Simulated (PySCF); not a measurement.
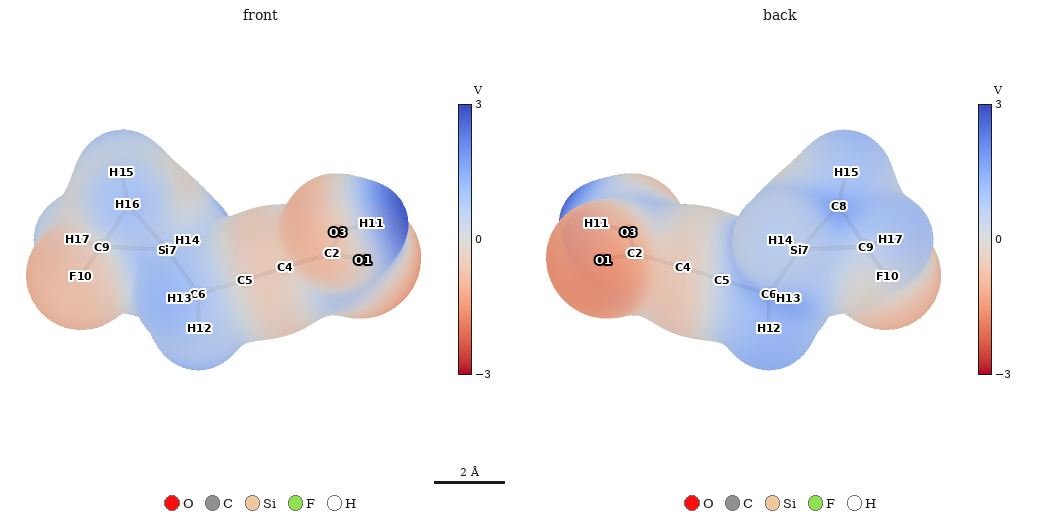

Figure 1: C6H7FO2Si. The molecular electrostatic potential painted on the density surface at 0.002 e/bohr³, seen from the front and from behind; the colour scale runs from red (negative) to blue (positive).

Geometry: GFN2-xTB.

Level of theory: PySCF 2.14.0, PBE0/pcSseg-1, SCF density, gas phase, non-relativistic.

```xyz
17

O     4.3847    0.8368   -0.9164
C     3.6652    0.0725   -0.3252
O     4.1000   -0.7435    0.6490
C     2.2616   -0.0758   -0.5638
C     1.0882   -0.1695   -0.8197
C    -0.3150   -0.2553   -1.0927
Si   -1.2665    1.1320   -0.1910
C    -2.1058    0.6779    1.4369
C    -3.0653    0.6970    0.2394
F    -3.5762   -0.5314   -0.1090
H     5.0523   -0.6169    0.7806
H    -0.4729   -0.1730   -2.1702
H    -0.6965   -1.2255   -0.7676
H    -0.9265    2.5092   -0.4906
H    -2.3015    1.4180    2.1990
H    -1.9519   -0.3018    1.8690
H    -3.8807    1.4109    0.2622
```

Q: Where is the surface potential most negative and most positive?

A: The most negative region (about −1.7 V) lies over O1, the most positive (about +2.6 V) over H11. O1 is the likeliest acceptor of a hydrogen bond.

Q: What dipole moment does the calculation give?

A: Its dipole moment is 1.62 D.
